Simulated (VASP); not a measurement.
Band structure of ZrB$_{2}$ (AlB2 type). Method: optB86b-vdW, VASP's PBE PAW potentials (set 64) (plane waves; VASP).

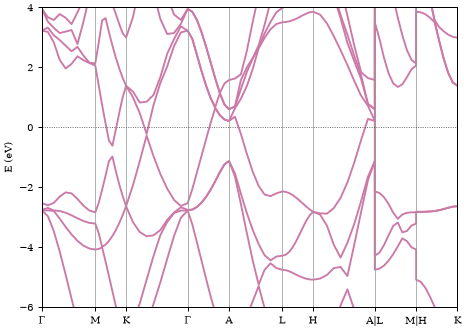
*Bands along high-symmetry lines, zero at the valence-band maximum or, without a gap, the Fermi level*

Task: Read the plot: is there a gap, and where are the band edges?

Result: It has no gap at this level: it comes out as a metal or semimetal. (Edges off the drawn lines would not show.)

The compound is ZrB2 in the AlB2 type structure. It was relaxed first.
